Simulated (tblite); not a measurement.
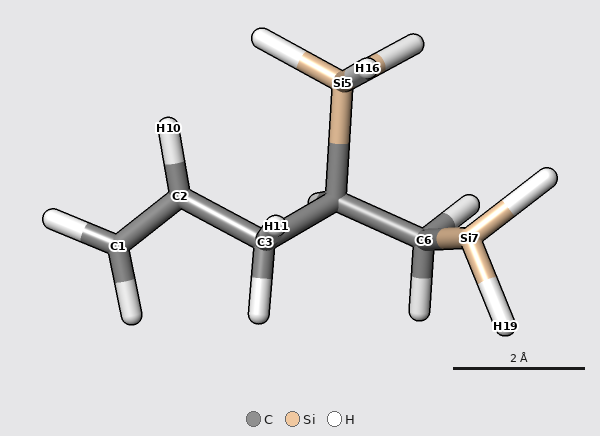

*The structure as given in the input (stick view, seen at a tilt; atoms are numbered from 1 in the order of the input).*

Bond lengths as drawn: C–C 1.32 to 1.50 Å, C–H 1.08 to 1.13 Å, C–Si 1.84 to 1.86 Å and H–Si 1.45 to 1.49 Å.

Geometry relaxation of C5H13Si2 (part 1 of 2)

System: C5H13Si2, multiplicity 2.
Method: GFN2-xTB geometry optimisation, gas phase (tblite 0.8.0).

It belongs to a series of runs on one base structure; here: H removed from Si.

Input file:
```
{"job": {"kind": "relax", "xc": "GFN2-xTB", "basis": "xTB"}, "charge": 0, "multiplicity": 2}
C     -3.003600    -0.987400    -0.004500
C     -2.054400    -0.126000     0.300700
C     -0.661900    -0.679200     0.432600
C      0.200500     0.016200    -0.561700
Si     0.206600     1.834300    -0.186600
C      1.615900    -0.455900    -0.607100
Si     2.588400    -0.283800     0.947300
H     -2.714700    -2.017900    -0.146900
H     -4.058100    -0.685200    -0.114300
H     -2.308300     0.909400     0.468900
H     -0.335100    -0.374200     1.457500
H     -0.654900    -1.784600     0.405900
H     -0.234500    -0.099100    -1.573600
H     -1.129700     2.377100    -0.337400
H      1.061500     2.480400    -1.224700
H      0.797800     2.148300     1.142900
H      2.119500     0.109700    -1.417900
H      1.597200    -1.549200    -0.889700
H      3.306700    -1.555300     1.185100
H      3.656000     0.733100     0.720400
```

The first line tells a small driver script what to run in tblite; the rest is the geometry in Å.

Hardware: 1 CPU thread, shared host.

Launch command:
```bash
OMP_NUM_THREADS=1 python <driver script> task.json out
```

Log:
```
step      E/eV     max force
  0    -562.35741    1.969
  1    -562.55145    0.960
  2    -562.62900    0.599
  3    -562.69230    0.644
  4    -562.75519    0.673
  5    -562.79976    0.437
  6    -562.82680    0.339
  7    -562.84582    0.298
  8    -562.86207    0.282
  9    -562.87789    0.260
 10    -562.88905    0.227
 11    -562.89557    0.165
 12    -562.90067    0.164
 13    -562.90605    0.163
 14    -562.91045    0.142
 15    -562.91332    0.104
 16    -562.91525    0.111
 17    -562.91701    0.100
 18    -562.91870    0.092
 19    -562.92026    0.094
 20    -562.92179    0.102
 21    -562.92333    0.080
 22    -562.92477    0.091
 23    -562.92600    0.074
 24    -562.92710    0.073
 25    -562.92828    0.076
 26    -562.92955    0.077
 27    -562.93069    0.068
 28    -562.93156    0.066
 29    -562.93230    0.064
 30    -562.93301    0.058
 31    -562.93365    0.063
 32    -562.93415    0.049
 33    -562.93454    0.045
 34    -562.93490    0.044
 35    -562.93527    0.042
 36    -562.93558    0.037
 37    -562.93582    0.038
 38    -562.93603    0.033
 39    -562.93628    0.039
 40    -562.93660    0.044
 41    -562.93695    0.042
 42    -562.93725    0.035
 43    -562.93746    0.036
 44    -562.93764    0.040
 45    -562.93786    0.040
 46    -562.93814    0.036
 47    -562.93848    0.047
 48    -562.93882    0.056
 49    -562.93917    0.057
 50    -562.93957    0.055
 51    -562.94003    0.054
 52    -562.94046    0.045
 53    -562.94078    0.044
 54    -562.94105    0.043
 55    -562.94140    0.047
 56    -562.94188    0.062
 57    -562.94236    0.049
 58    -562.94271    0.038
 59    -562.94296    0.033
 60    -562.94324    0.039
 61    -562.94358    0.049
 62    -562.94392    0.035
 63    -562.94419    0.041
 64    -562.94445    0.042
 65    -562.94478    0.047
 66    -562.94516    0.056
 67    -562.94555    0.052
 68    -562.94591    0.047
 69    -562.94616    0.035
 70    -562.94649    0.048
 71    -562.94681    0.041
 72    -562.94704    0.035
 73    -562.94721    0.032
 74    -562.94739    0.030
 75    -562.94758    0.037
 76    -562.94775    0.033
 77    -562.94788    0.028
 78    -562.94802    0.027
 79    -562.94820    0.038
 80    -562.94839    0.036
 81    -562.94854    0.030
 82    -562.94863    0.018
 83    -562.94871    0.021
 84    -562.94882    0.029
 85    -562.94897    0.029
 86    -562.94915    0.030
 87    -562.94930    0.033
 88    -562.94941    0.028
 89    -562.94950    0.022
 90    -562.94958    0.020
 91    -562.94968    0.023
 92    -562.94978    0.030
 93    -562.94989    0.031
 94    -562.95001    0.028
 95    -562.95014    0.027
 96    -562.95026    0.024
 97    -562.95037    0.021
 98    -562.95046    0.027
 99    -562.95057    0.029
100    -562.95072    0.031
101    -562.95092    0.046
102    -562.95113    0.045
103    -562.95130    0.026
104    -562.95141    0.020
105    -562.95151    0.022
106    -562.95161    0.029
107    -562.95172    0.028
108    -562.95183    0.025
109    -562.95193    0.025
110    -562.95203    0.023
111    -562.95211    0.024
112    -562.95217    0.022
113    -562.95221    0.017
114    -562.95224    0.017
115    -562.95227    0.016
116    -562.95229    0.013
117    -562.95231    0.012
118    -562.95233    0.013
119    -562.95235    0.014
120    -562.95236    0.010
121    -562.95237    0.008
```

Trajectory as extended XYZ (Å, eV, eV/Å), 11 of the 122 frames kept, from step=0 to step=121:
```
20
Properties=species:S:1:pos:R:3:forces:R:3 step=0 energy=-562.35741
C    -3.0036   -0.9874   -0.0045   -0.9810   0.2360  -0.1350
C    -2.0544   -0.1260    0.3007   -0.3750  -1.2110   0.0760
C    -0.6619   -0.6792    0.4326   -0.5290   0.6120   1.5890
C     0.2005    0.0162   -0.5617   -0.1990   0.2510  -0.9900
Si    0.2066    1.8343   -0.1866    0.7550   1.6790  -0.0790
C     1.6159   -0.4559   -0.6071   -0.0070  -1.3230  -1.4580
Si    2.5884   -0.2838    0.9473    1.5210   0.0810   0.6850
H    -2.7147   -2.0179   -0.1469   -0.5030  -0.0150  -0.1000
H    -4.0581   -0.6852   -0.1143    0.7050  -0.4180   0.0110
H    -2.3083    0.9094    0.4689    0.3520  -0.1840   0.1060
H    -0.3351   -0.3742    1.4575    0.1790  -0.3930  -0.3600
H    -0.6549   -1.7846    0.4059   -0.0030   0.4940  -0.2680
H    -0.2345   -0.0991   -1.5736   -0.0210  -0.1960   0.2210
H    -1.1297    2.3771   -0.3374   -0.0810   0.3400  -0.0350
H     1.0615    2.4804   -1.2247   -0.2240  -0.1220   0.3080
H     0.7978    2.1483    1.1429   -0.2730  -0.1600  -0.3230
H     2.1195    0.1097   -1.4179   -0.0570  -0.5040   0.2790
H     1.5972   -1.5492   -0.8897    0.2260   0.8270   0.0050
H     3.3067   -1.5553    1.1851   -0.1650   0.1190   0.2060
H     3.6560    0.7331    0.7204   -0.3220  -0.1120   0.2610
20
Properties=species:S:1:pos:R:3:forces:R:3 step=12 energy=-562.90067
C    -3.0703   -1.0483   -0.0020   -0.0160  -0.0290  -0.0520
C    -2.0965   -0.2341    0.3596    0.0500  -0.0810   0.0460
C    -0.6623   -0.6423    0.4864    0.0890   0.0460  -0.0520
C     0.2002    0.0802   -0.5629   -0.0180   0.0210  -0.0670
Si    0.2498    1.9638   -0.2567   -0.0480  -0.0790   0.0170
C     1.6232   -0.4979   -0.6454   -0.1160   0.0140  -0.0120
Si    2.7113   -0.3265    0.9064   -0.1620  -0.0020  -0.0230
H    -2.9049   -2.0939   -0.1920    0.1040  -0.1010  -0.0280
H    -4.0844   -0.7203   -0.1408   -0.0710   0.1020   0.0800
H    -2.3141    0.8094    0.5479    0.0460  -0.0600   0.0260
H    -0.2746   -0.3942    1.4815   -0.0530  -0.0580   0.0060
H    -0.5811   -1.7261    0.3443    0.0130   0.0670   0.0400
H    -0.2880   -0.1058   -1.5289    0.0630   0.0390  -0.0600
H    -1.0838    2.5549   -0.3643   -0.0010   0.0640  -0.0790
H     1.1169    2.5912   -1.2497    0.0580   0.0290  -0.0260
H     0.7493    2.1611    1.1009    0.0680   0.0790   0.0860
H     2.1457    0.0074   -1.4669   -0.0720  -0.0690   0.0260
H     1.5624   -1.5559   -0.9247   -0.0080   0.0300   0.0380
H     3.3336   -1.5863    1.2971    0.0370  -0.0140   0.0130
H     3.6624    0.7744    0.8071    0.0360   0.0030   0.0220
20
Properties=species:S:1:pos:R:3:forces:R:3 step=24 energy=-562.92710
C    -3.0667   -1.0777    0.0028   -0.0060  -0.0140  -0.0170
C    -2.0888   -0.2721    0.3747   -0.0480   0.0290  -0.0380
C    -0.6477   -0.6452    0.4660   -0.0610  -0.0080   0.0390
C     0.1928    0.1072   -0.5741   -0.0370  -0.0300  -0.0020
Si    0.2607    1.9884   -0.2554    0.0350   0.0050  -0.0150
C     1.5958   -0.5019   -0.6474    0.0180   0.0070  -0.0010
Si    2.6640   -0.3242    0.9154    0.0410  -0.0040  -0.0030
H    -2.8996   -2.1139   -0.2445    0.0630  -0.0020   0.0210
H    -4.0881   -0.7426   -0.0746    0.0210   0.0200   0.0280
H    -2.3013    0.7642    0.6008   -0.0480   0.0070   0.0470
H    -0.2688   -0.4024    1.4647    0.0340  -0.0280   0.0360
H    -0.5397   -1.7242    0.3197    0.0090   0.0030  -0.0260
H    -0.2896   -0.0566   -1.5458   -0.0050   0.0050  -0.0560
H    -1.0515    2.6132   -0.4347   -0.0090  -0.0110  -0.0020
H     1.1655    2.5933   -1.2333    0.0490   0.0010  -0.0190
H     0.7615    2.2226    1.1006   -0.0290   0.0060   0.0230
H     2.1278   -0.0383   -1.4823    0.0380   0.0030  -0.0190
H     1.5086   -1.5658   -0.8917   -0.0050   0.0050  -0.0020
H     3.3196   -1.5728    1.3003   -0.0310  -0.0190   0.0060
H     3.6405    0.7594    0.8360   -0.0290   0.0260   0.0000
20
Properties=species:S:1:pos:R:3:forces:R:3 step=36 energy=-562.93558
C    -3.0554   -1.0893    0.0171   -0.0020   0.0130  -0.0160
C    -2.0944   -0.2673    0.3960    0.0000   0.0100   0.0040
C    -0.6505   -0.6348    0.4540    0.0130  -0.0130  -0.0050
C     0.1929    0.1186   -0.5844   -0.0180   0.0230  -0.0060
Si    0.2834    1.9991   -0.2671   -0.0190   0.0160   0.0060
C     1.5906   -0.5055   -0.6547   -0.0150   0.0120   0.0010
Si    2.6469   -0.3241    0.9146   -0.0040  -0.0080  -0.0060
H    -2.8520   -2.1097   -0.2651    0.0090  -0.0100  -0.0010
H    -4.0857   -0.7819   -0.0303   -0.0290   0.0010   0.0120
H    -2.3306    0.7510    0.6730    0.0070   0.0270   0.0090
H    -0.2511   -0.4230    1.4529    0.0160   0.0050   0.0010
H    -0.5514   -1.7097    0.2767    0.0070  -0.0340   0.0130
H    -0.2875   -0.0342   -1.5601   -0.0140  -0.0130  -0.0070
H    -1.0253    2.6230   -0.4860    0.0270  -0.0080  -0.0200
H     1.2351    2.5784   -1.2198   -0.0040   0.0000   0.0200
H     0.7292    2.2522    1.1062   -0.0150  -0.0200  -0.0120
H     2.1310   -0.0591   -1.4945    0.0110   0.0060   0.0040
H     1.4879   -1.5705   -0.8864    0.0140  -0.0090  -0.0160
H     3.2805   -1.5813    1.3047    0.0120   0.0050   0.0120
H     3.6011    0.7786    0.8503    0.0040  -0.0010   0.0060
20
Properties=species:S:1:pos:R:3:forces:R:3 step=48 energy=-562.93882
C    -3.0519   -1.0811    0.0325    0.0000   0.0170  -0.0530
C    -2.0899   -0.2609    0.4134   -0.0010  -0.0060   0.0080
C    -0.6468   -0.6370    0.4499   -0.0020  -0.0030   0.0090
C     0.1858    0.1130   -0.6000    0.0130  -0.0100   0.0150
Si    0.2771    1.9936   -0.2783    0.0160  -0.0130  -0.0040
C     1.5884   -0.5042   -0.6668   -0.0090   0.0050  -0.0140
Si    2.6338   -0.3284    0.9135   -0.0170   0.0070  -0.0180
H    -2.8359   -2.0917   -0.2765   -0.0300  -0.0080   0.0250
H    -4.0867   -0.7845   -0.0018    0.0080   0.0050   0.0150
H    -2.3207    0.7541    0.7094    0.0080   0.0000   0.0090
H    -0.2304   -0.4260    1.4427    0.0070   0.0070  -0.0080
H    -0.5575   -1.7142    0.2765    0.0160   0.0030  -0.0100
H    -0.3022   -0.0478   -1.5720    0.0370  -0.0010   0.0270
H    -1.0126    2.6305   -0.5539   -0.0080  -0.0030  -0.0070
H     1.2740    2.5763   -1.1820   -0.0070  -0.0120   0.0160
H     0.6751    2.2222    1.1134   -0.0250   0.0060  -0.0030
H     2.1352   -0.0410   -1.4941   -0.0070  -0.0200   0.0030
H     1.4952   -1.5677   -0.9145    0.0180   0.0330   0.0060
H     3.2804   -1.5735    1.3214   -0.0120  -0.0060  -0.0130
H     3.5844    0.7789    0.8642   -0.0060   0.0010  -0.0040
```
